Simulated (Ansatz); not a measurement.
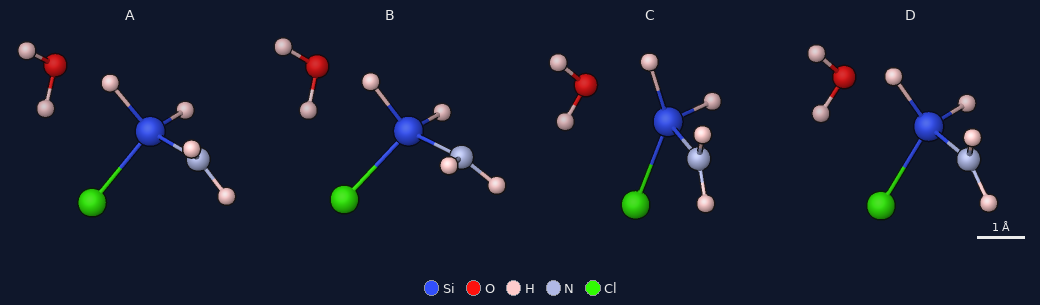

4 geometries from one relaxation of SiNH6OCl (started from a transition state, displaced along its imaginary mode), in shuffled order. A ball-and-stick model, seen from a free direction.

The calculation used Ansatz 0.2.0, RKS PBE0-D4/def2-TZVP. Set-up: force threshold 0.005 eV/Å; at most 200 steps.

Question: Put them in the order of the run, from the start to the converged end.

Answer: C, D, A, B. They are steps 0, 3, 7, 24, at +0.680 eV, +0.274 eV, +0.046 eV relative to the last. Over 21 accepted moves (24 points after the start) the energy falls by 0.680 eV. The largest force component goes from 1.6 to 0.0036 eV/Å. The line search rejected the trial steps at points 8, 12, 15 of the run. The forces were under the threshold at step 18, but the run went on from there. The largest move after the best rigid fit is that of an H atom, 1.18 Å. By element the largest moves are H 1.18 Å, Cl 0.96 Å, O 0.80 Å, N 0.51 Å, Si 0.45 Å. Some distances before and after: O–Si 2.226 → 3.240 Å, H–Si 1.527 → 1.475 Å, N–Si 1.741 → 1.701 Å, H–N 0.976 → 1.007 Å. Bond angles that change, for instance: H–Si–Cl 145.4° → 105.5°, N–Si–Cl 94.4° → 113.5°, H–Si–N 95.2° → 108.1°.
